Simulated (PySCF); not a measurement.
**BNH4 (SMILES BN): levels of theory compared**

We compute a comparison of 6 runs (HF/STO-3G, HF/3-21G, B3LYP/6-31G*, B2PLYP/def2-TZVPP, wB97M-V/def2-TZVPP, SCS-MP2/def2-TZVPP) of BNH4. 

The results are computed with PySCF 2.14.0.

2 further runs of the same task are left out: 2 set aside as unsound or not needed.

## Step 1: Starting point

BNH4: 6 atoms, total charge 0, spin state singlet. SMILES: `BN`. One bond was lengthened or shortened from a relaxed shape.

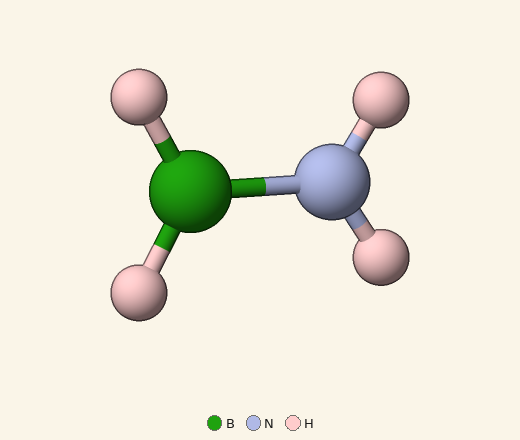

The structure, seen from a chosen angle (boron green, nitrogen light blue, hydrogen pink).

## Step 2: The energy at HF/STO-3G (run 1)

Input file calc.py:

```python
from pyscf import gto

mol = gto.M(
    atom='''
B   -0.169352  -0.883187  -0.031061
N    0.146100   0.677400   0.010800
H    0.184648  -1.571587   0.882039
H   -0.753152  -1.332287  -0.974661
H   -0.121600   1.313700  -0.720800
H    0.632000   1.121400   0.771300
''',
    verbose=3,
    max_memory=1860,
    basis='sto-3g',
)

hf = mol.RHF()
hf.conv_tol = 1e-10
hf.kernel()
if not hf.converged:
    hf = hf.newton().run(hf.mo_coeff, hf.mo_occ)

e_final = hf.e_tot
print('E(%s) = %.9f' % ('HF', e_final))
```

Launch:

```
$ OMP_NUM_THREADS=1 python calc.py
```

What it wrote:

```text
converged SCF energy = -80.4274851475912
E(HF) = -80.427485148
```

Wall time 0.7 s (1 thread of Arm Neoverse V1, shared host); peak memory 0.15 GiB.

## Step 3: A single-point energy at HF/3-21G (run 2)

Input file run.py:

```python
from pyscf import gto

mol = gto.M(
    atom='''
B     -0.169352    -0.883187    -0.031061
N      0.146100     0.677400     0.010800
H      0.184648    -1.571587     0.882039
H     -0.753152    -1.332287    -0.974661
H     -0.121600     1.313700    -0.720800
H      0.632000     1.121400     0.771300
''',
    basis='3-21g',
    max_memory=1860,
    verbose=4,
)

mf = mol.RHF()
mf.conv_tol = 1e-10
mf.kernel()
if not mf.converged:
    mf = mf.newton().run(mf.mo_coeff, mf.mo_occ)

etot = mf.e_tot
print('Final energy', etot)
```

Launch:

```
$ OMP_NUM_THREADS=1 python run.py
```

What it wrote:

```text
PySCF version 2.14.0

[... 58 lines left out ...]
converged SCF energy = -81.0203364919312
Final energy -81.02033649193122
```

It took 0.7 s on 1 thread of Arm Neoverse V1, shared host; peak memory 0.15 GiB.

Runs 3 to 5 aren't shown in full; the table further down has their settings and results.

## Step 4: A single-point energy at SCS-MP2/def2-TZVPP (run 6)

Input file job.py:

```python
from pyscf import gto, mp

mol = gto.Mole()
mol.atom = '''
B     -0.320029    -1.668982    -0.058697
N      0.276089     1.280100     0.020409
H      0.348934    -2.969869     1.666812
H     -1.423251    -2.517658    -1.841842
H     -0.229791     2.482533    -1.362115
H      1.194307     2.119139     1.457546
'''
mol.basis = 'def2-tzvpp'
mol.spin = 0
mol.unit = 'bohr'
mol.max_memory = 1860
mol.verbose = 3
mol.charge = 0
mol.build()

mf = mol.RHF()
mf.conv_tol = 1e-10
mf.kernel()
if not mf.converged:
    mf = mf.newton().run(mf.mo_coeff, mf.mo_occ)

pt = mp.MP2(mf, frozen=2).run()
e_final = mf.e_tot + 1.2 * pt.e_corr_os + pt.e_corr_ss / 3
print('E(%s) = %.9f' % ('SCS-MP2', e_final))
```

Launch:

```
$ OMP_NUM_THREADS=1 python job.py
```

What it wrote:

```text
converged SCF energy = -81.5045649185519
E(RMP2) = -81.8334190562602  E_corr = -0.328854137708301
E(SCS-RMP2) = -81.8400037501629  E_corr = -0.335438831610983
E(SCS-MP2) = -81.840003750
```

It took 3.6 s on 1 thread of Arm Neoverse V1, shared host; peak memory 0.37 GiB.

## Step 5: The series

```csv
run,level,integration grid,frozen core orbitals,energy (Eh),dipole moment (D) of the reference,HOMO energy (eV),LUMO energy (eV),wall time
1,HF/STO-3G,–,–,-80.427485,0.93,-8.91,7.84,0.7 s
2,HF/3-21G,–,–,-81.020336,1.28,-10.80,3.77,0.7 s
3,B3LYP/6-31G* (spherical functions),5,–,-82.015008,1.50,-7.18,-0.17,3.6 s
4,B2PLYP/def2-TZVPP,5,2,-81.975156,1.06,-8.99,0.72,15 s
5,wB97M-V/def2-TZVPP,5,–,-82.001441,1.23,-10.25,1.36,64 s
6,SCS-MP2/def2-TZVPP,–,2,-81.840004,0.83,-11.02,2.69,3.6 s
```

## Step 6: Outcome

| quantity | value |
| --- | --- |
| run 6: total energy | -81.84000 Eh |
| run 6: dipole moment (Hartree–Fock density) | 0.83 D |
| run 6: HOMO energy (Hartree–Fock orbitals) | -11.02 eV |
| run 6: LUMO energy (Hartree–Fock orbitals) | 2.69 eV |
| run 6: HOMO–LUMO gap (Hartree–Fock orbitals) | 13.70 eV |
| run 6: correlation energy (2 core orbitals frozen) | -335.4 mEh |

What this shows: Over runs 1, 2, 3, 4, 5 the dipole moment (its size) runs from 0.93 D (HF/STO-3G) to 1.50 D (B3LYP/6-31G*). The two ends differ in method and basis. Over runs 1, 2, 3, 4, 5 the HOMO–LUMO gap runs from 7.01 eV (B3LYP/6-31G*) to 16.75 eV (HF/STO-3G). Totals of different functionals can't be ranked against each other. In run 1 the basis is minimal, so the values are rough. All runs together took 87 s, the longest 64 s.
